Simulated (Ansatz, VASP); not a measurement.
# Ni (Nickel) in two plane-wave programs

One calculation is typed for both programs; each brings its own data sets and cutoff. How far apart do they land? The cell comes out of earlier VASP steps on this material, which relaxed, scaled or displaced it; both programs get it as it stands.

Program: Ansatz 0.2.0. Level of theory: plane waves, with VASP 6.6.1 beside it; relaxation of cell and atoms at PBEsol with D4. Results are calculated unless marked as measured.

## Step 1: The starting structure

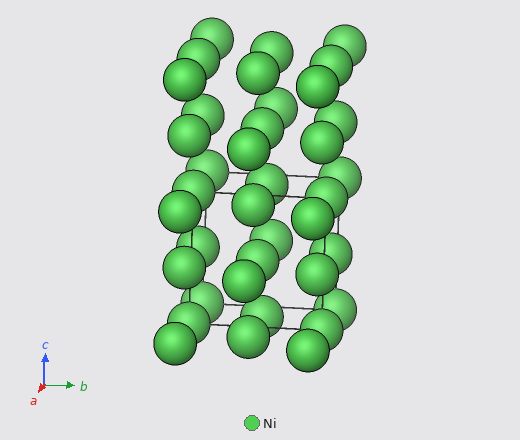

The cell as given, slightly off an axis (nickel green). 2×1×2 cells are drawn. This picture shows the conventional cell, with its axes. Some periodic images of atoms are drawn too.

As a file:

```cif
data_structure
_symmetry_space_group_name_H-M 'Fm-3m'
_symmetry_Int_Tables_number 225
_cell_length_a 3.4407
_cell_length_b 3.4407
_cell_length_c 3.4407
_cell_angle_alpha 90.000
_cell_angle_beta 90.000
_cell_angle_gamma 90.000
_cell_volume 40.73
loop_
_atom_site_label
_atom_site_type_symbol
_atom_site_symmetry_multiplicity
_atom_site_Wyckoff_symbol
_atom_site_fract_x
_atom_site_fract_y
_atom_site_fract_z
_atom_site_occupancy
Ni1 Ni 4 a 0.00000 0.00000 0.00000 1
```

## Step 2: VASP: relaxation of cell and atoms, PBEsol with D4

The relaxed volume is the usual yardstick between codes: its relative difference is about their pressure difference at one cell divided by the bulk modulus.

Lines of VASP's logs that name or quote its potential files are left out, and so is its time.

The input, INCAR:

```
SYSTEM = Ni
PREC = Accurate
ENCUT = 450
EDIFF = 1E-06
NELM = 100
ISMEAR = 1
SIGMA = 0.1
LREAL = .FALSE.
ALGO = Normal
GGA = PS
IVDW = 13
NBANDS = 11
ISPIN = 2
MAGMOM = 1
LMAXMIX = 4
LORBIT = 11
LWAVE = .FALSE.
LCHARG = .FALSE.
KPAR = 2
IBRION = 2
NSW = 50
ISIF = 3
EDIFFG = -0.01
```

The input, POSCAR:

```
Ni
1.0
    0.0000000000      1.7203663140      1.7203663140
    1.7203663140      0.0000000000      1.7203663140
    1.7203663140      1.7203663140      0.0000000000
Ni
1
Direct
    0.0000000000      0.0000000000      0.0000000000
```

The input, KPOINTS:

```
Automatic mesh
0
Gamma
14 14 14
0 0 0
```

The projector-augmented-wave data sets are Ni (PBE family, release 64).

Started as:

```sh
> mpirun -np 2 vasp_std
```

Numbers of over 12 decimals in the logs are rounded to 6 here.

Log:

```text
[banner, memory and clock lines left out]
running    2 mpi-ranks, on    1 nodes
 distrk:  each k-point on    1 cores,    2 groups
 distr:  one band on    1 cores,    1 groups

 POSCAR found type information on POSCAR Ni
 POSCAR found :  1 types and       1 ions
|                                                                             |
|               ----> ADVICE to this user running VASP <----                  |
|                                                                             |
|     You enforced a specific xc type in the INCAR file but a different       |
|     [... a line on the potential file left out ...]
|     I HOPE YOU KNOW WHAT YOU ARE DOING!                                     |
|                                                                             |

 LDA part: xc-table for (Slater+PW92), standard interpolation
 POSCAR, INCAR and KPOINTS ok, starting setup
 FFT: planning ... GRIDC
 FFT: planning ... GRID_SOFT
 FFT: planning ... GRID
 WAVECAR not read
 entering main loop
       N       E                     dE             d eps       ncg     rms          rms(c)
DAV:   1     0.246674172928E+02    0.24667E+02   -0.42291E+03  4790   0.106E+03
DAV:   2    -0.659594558296E+01   -0.31263E+02   -0.29524E+02  4750   0.162E+02
DAV:   3    -0.733482643729E+01   -0.73888E+00   -0.73521E+00  5129   0.294E+01
DAV:   4    -0.734058522793E+01   -0.57588E-02   -0.57578E-02  5104   0.224E+00
DAV:   5    -0.734070531819E+01   -0.12009E-03   -0.12009E-03  5146   0.311E-01    0.114E+01
DAV:   6    -0.645750104873E+01    0.88320E+00   -0.15824E+01  5484   0.580E+01    0.588E+00
DAV:   7    -0.615111583989E+01    0.30639E+00   -0.24553E+00  5461   0.212E+01    0.203E+00
DAV:   8    -0.613288452273E+01    0.18231E-01   -0.20154E-02  6349   0.126E+00    0.103E+00
DAV:   9    -0.613021785322E+01    0.26667E-02   -0.11848E-03  6790   0.255E-01    0.307E-01
DAV:  10    -0.612937859282E+01    0.83926E-03   -0.92580E-04  6550   0.209E-01    0.404E-02
DAV:  11    -0.612938059636E+01   -0.20035E-05   -0.13419E-05  5667   0.309E-02    0.234E-02
DAV:  12    -0.612938163132E+01   -0.10350E-05   -0.51174E-06  4537   0.167E-02    0.118E-02
DAV:  13    -0.612938142310E+01    0.20822E-06   -0.42826E-07  2531   0.982E-03
   1 F= -.64074689E+01 E0= -.64072857E+01  d E =-.640747E+01  mag=     0.5553
 curvature:   0.00 expect dE= 0.000E+00 dE for cont linesearch  0.000E+00
 trial: gam= 0.00000 g(F)=  0.188E-62 g(S)=  0.723E-06 ort = 0.000E+00 (trialstep = 0.100E+01)
 search vector abs. value=  0.723E-06
 reached required accuracy - stopping structural energy minimisation
```

From OUTCAR (step 2):

```text
ion  position               nearest neighbor table
   1  0.000  0.000  0.000-

  LATTYP: Found a face centered cubic cell.
 ALAT       =     3.4407326280

 Subroutine GETGRP returns: Found 48 space group operations
 (whereof 48 operations were pure point group operations)

The static configuration has the point symmetry O_h .

 Found    104 irreducible k-points:

   k-points           NKPTS =    104   k-points in BZ     NKDIM =    104   number of bands    NBANDS=     11

   dimension x,y,z NGX =    18 NGY =   18 NGZ =   18
   dimension x,y,z NGXF=    36 NGYF=   36 NGZF=   36

   ENCUT  =  450.0 eV  33.07 Ry    5.75 a.u.   4.21  4.21  4.21*2*pi/ulx,y,z

   NELECT =      10.0000    total number of electrons

 k-points in reciprocal lattice and weights: Automatic mesh
   0.00000000  0.00000000  0.00000000       0.000
   0.07142857  0.00000000  0.00000000       0.003
   0.14285714  0.00000000  0.00000000       0.003
   0.21428571  0.00000000  0.00000000       0.003
   0.28571429  0.00000000  0.00000000       0.003
   0.35714286  0.00000000  0.00000000       0.003
   0.42857143  0.00000000  0.00000000       0.003
   0.50000000  0.00000000  0.00000000       0.001
   0.07142857  0.07142857  0.00000000       0.002
[...]
-0.28571429  0.42857143  0.21428571       0.009
  -0.28571429  0.50000000  0.21428571       0.004

 average (electrostatic) potential at core
       1 -81.0319

 E-fermi :  10.1558

 spin component 1
 k-point     1 :       0.0000    0.0000    0.0000
  band No.  band energies     occupation
    ...
      2       7.5943      1.00000
      3       7.5943      1.00000
      4       7.5943      1.00000
      5       8.8681      1.00000
      6       8.8681      1.00000
      7      34.4158      0.00000
      8      38.7796      0.00000
      9      38.7796      0.00000
     10      38.7796      0.00000
     11      41.9459      0.00000

 k-point     2 :       0.0714    0.0000    0.0000
  band No.  band energies     occupation
    ...
      2       7.5366      1.00000
      3       7.6430      1.00000
      4       7.6430      1.00000
      5       8.8473      1.00000
      6       8.8473      1.00000
      7      33.7816      0.00000
      8      36.6070      0.00000
      9      38.3553      0.00000
     10      38.3553      0.00000
     11      42.5838      0.00000

 k-point     3 :       0.1429    0.0000    0.0000
  band No.  band energies     occupation
    ...
      2       7.3915      1.00000
      3       7.7571      1.00000
      4       7.7571      1.00000
      5       8.8158      1.00000
      6       8.8158      1.00000
      7      30.8315      0.00000
      8      35.4711      0.00000
      9      37.6122      0.00000
     10      37.6122      0.00000
     11      42.9397      0.00000

 k-point     4 :       0.2143    0.0000    0.0000
  band No.  band energies     occupation
    ...
      2       7.2466      1.00000
      3       7.8389      1.00000
      4       7.8389      1.00000
      5       8.8662      1.00000
      6       8.8662      1.00000
      7      27.0883      0.00000
      8      34.9213      0.00000
      9      36.9590      0.00000
     10      36.9590      0.00000
     11      43.1365      0.00000

 k-point     5 :       0.2857    0.0000    0.0000
  band No.  band energies     occupation
    ...
      2       7.2802      1.00000
      3       7.8072      1.00000
      4       7.8072      1.00000
      5       9.0631      1.00000
      6       9.0631      1.00000
      7      23.4637      0.00000
      8      34.2272      0.00000
      9      36.4758      0.00000
     10      36.4758      0.00000
     11      41.5478      0.00000

 k-point     6 :       0.3571    0.0000    0.0000
  band No.  band energies     occupation
    ...
      2       7.7099      1.00000
      3       7.7099      1.00000
      4       7.8244      1.00000
      5       9.3273      1.00000
      6       9.3273      1.00000
      7      20.1728      0.00000
      8      33.5369      0.00000
      9      36.1622      0.00000
     10      36.1622      0.00000
     11      40.0974      0.00000

  DFT-D4 for vdW energy calculation

  Edisp (eV):   -0.27809

  Total      -0.00223    -0.00223    -0.00223     0.00000     0.00000     0.00000
  in kB      -0.35162    -0.35162    -0.35162     0.00000     0.00000     0.00000
  external pressure =       -0.35 kB  Pullay stress =        0.00 kB

  energy-cutoff  :      450.00
  volume of cell :       10.18
      direct lattice vectors                 reciprocal lattice vectors
     0.000000000  1.720366314  1.720366314    -0.290635777  0.290635777  0.290635777
     1.720366314  0.000000000  1.720366314     0.290635777 -0.290635777  0.290635777
     1.720366314  1.720366314  0.000000000     0.290635777  0.290635777 -0.290635777

 POSITION                                       TOTAL-FORCE (eV/Angst)
 -----------------------------------------------------------------------------------
      0.00000      0.00000      0.00000         0.000000     -0.000000      0.000000
 -----------------------------------------------------------------------------------
    total drift:                                0.000000     -0.000000      0.000000

  FREE ENERGIE OF THE ION-ELECTRON SYSTEM (eV)
  ---------------------------------------------------
  free  energy   TOTEN  =        -6.4074689492 eV

  energy  without entropy=       -6.4069191606  energy(sigma->0) =       -6.40728569

 reached required accuracy - stopping structural energy minimisation

 total charge
# of ion       s       p       d       tot
------------------------------------------
    1        0.529   0.565   8.347   9.440

 magnetization (x)
# of ion       s       p       d       tot
------------------------------------------
    1       -0.008  -0.026   0.594   0.560

[... 6 further parts left out ...]
```

CONTCAR:

```
Ni
   1.00000000000000
     0.0000000000000000    1.7203663140000001    1.7203663140000001
     1.7203663140000001    0.0000000000000000    1.7203663140000001
     1.7203663140000001    1.7203663140000001    0.0000000000000000
  Ni
     1
Direct
     0.0000000000000000    0.0000000000000000    0.0000000000000000
```

(Continued in part 2 of 2.)

[Lines on the potential files, build, host, timing and source positions are cut from VASP's logs without a mark.]

[Logs are printed without paths, hosts, clocks, repeated set-up lines and the standing remarks that a program may print on its own settings, such as how far it seeks lower states.]

[Hosts, paths, dates, database ids (printed as entryN), source tags and the programs' standing remarks are cut or masked in the printed files.]
